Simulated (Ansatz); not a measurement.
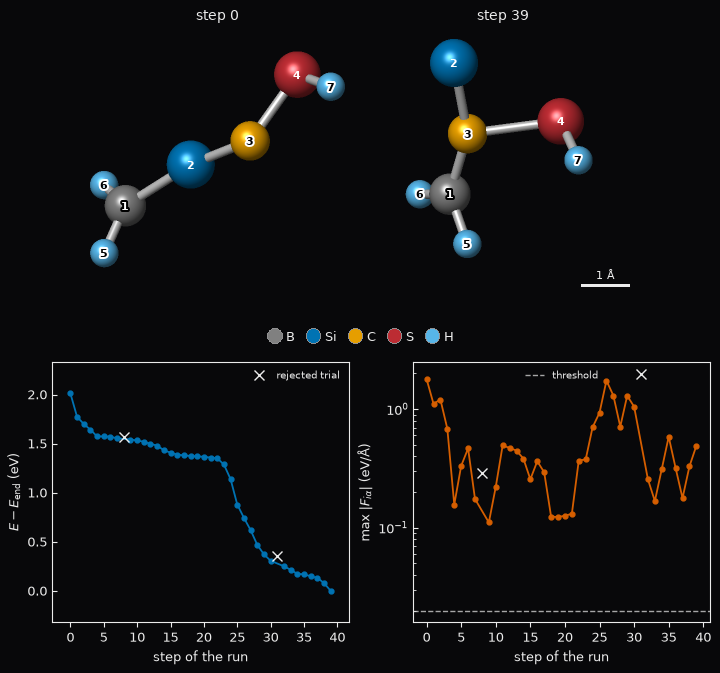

First and last geometry of a relaxation of CH3BSSi, with the history of the run. The picture is a ball-and-stick view, seen from a free direction.

The run prepares the start of a later molecular dynamics calculation, from a guessed geometry.

All numbers below come from RKS B3LYP/6-31G (Ansatz). (no spin polarisation; force threshold 0.02 eV/Å; at most 40 steps)

> What do the curves and the structures tell?

The relaxation stopped without meeting its thresholds, so the last structure isn't shown to be converged. It used up its limit of 40 steps. After 37 accepted moves (39 points after the start) the energy has fallen by 2.012 eV. Largest force component: 1.8 eV/Å at the start, 0.49 eV/Å at the end. The line search rejected the trial steps at points 8, 31 of the run. The largest move after the best rigid fit is that of Si2, 2.46 Å. By element the largest moves are Si 2.46 Å, H 1.88 Å, C 1.69 Å, S 1.26 Å, B 0.95 Å. Among the contacts that change: B1–C3 3.588 → 1.530 Å, B1–Si2 1.872 → 3.229 Å, Si2–S4 3.112 → 2.681 Å, C3–S4 1.724 → 1.991 Å. New bonds form: B1–C3 (3.59 → 1.53 Å). Bonds break: B1–Si2 (1.87 → 3.23 Å). Among the angles between lasting bonds that change: Si2–C3–S4 127.9° → 90.8°, C3–S4–H7 95.8° → 104.0°. Groups turn about C3–S4 by about 80°. Cost: 71 s on 1 thread of Arm Neoverse V2, with other jobs on the host, peak memory 0.14 GiB.

```csv
step,"E − E(0), eV","largest force component, eV/Å",note
0,0.0000,1.7938,
1,-0.2391,1.1097,
2,-0.3115,1.2051,
3,-0.3700,0.6836,
4,-0.4387,0.1567,
5,-0.4388,0.3323,
6,-0.4419,0.4666,
7,-0.4581,0.1747,
8,-0.4481,0.2894,rejected
9,-0.4703,0.1108,
10,-0.4802,0.2209,
12,-0.5141,0.4701,
13,-0.5326,0.4476,
15,-0.6043,0.2561,
16,-0.6237,0.3636,
18,-0.6377,0.1242,
19,-0.6414,0.1230,
21,-0.6537,0.1310,
22,-0.6609,0.3689,
24,-0.8740,0.7041,
25,-1.1322,0.9329,
27,-1.3928,1.3034,
28,-1.5435,0.7123,
30,-1.7053,1.0500,
31,-1.6595,1.9946,rejected
33,-1.7968,0.1679,
34,-1.8386,0.3127,
36,-1.8629,0.3191,
37,-1.8789,0.1776,
39,-2.0118,0.4915,
```
